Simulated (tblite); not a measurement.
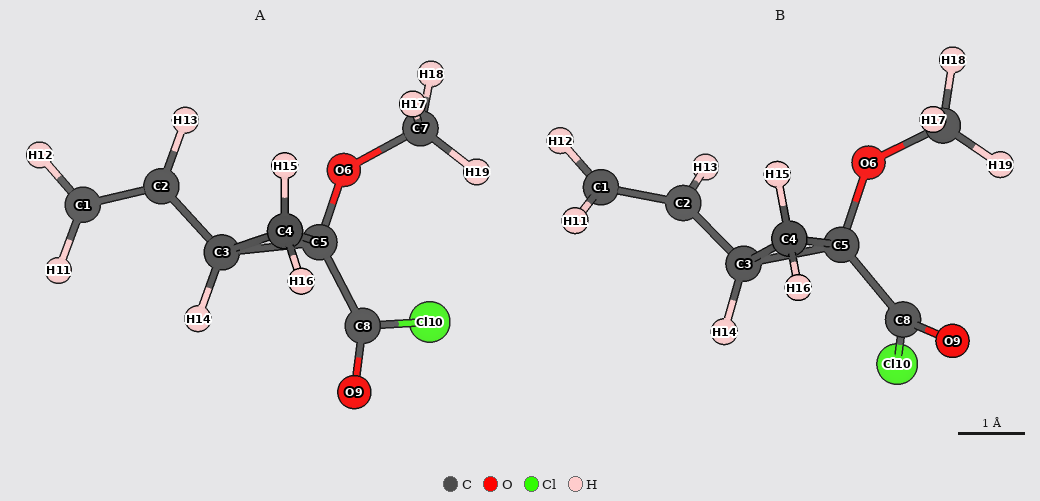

Two geometries of C₇H₉ClO₂, drawn at one scale. One is the start of a relaxation, the other its converged end. The picture is a ball-and-stick view, seen at a tilt.

All numbers below come from GFN2-xTB geometry optimisation, gas phase (tblite). 

Question: Which of the two is the end point?

Answer: Structure A is the relaxed one. H13 moves most after the best rigid fit: 1.54 Å. By element the largest moves are H 1.54 Å, O 1.47 Å, Cl 1.04 Å, C 0.56 Å. Among the contacts that change: C5–O6 1.460 → 1.382 Å, C8–Cl10 1.727 → 1.763 Å, C1–C2 1.355 → 1.323 Å, C8–O9 1.223 → 1.192 Å. Bond angles that change, for instance: C5–C8–O9 119.7° → 126.7°, O9–C8–Cl10 126.9° → 120.3°, C3–C5–C8 118.3° → 113.0°. Groups turn about C2–C3 by about 70°, C5–C8 by about 70°. After 157 geometry steps the energy has fallen by 14.2 kcal/mol.
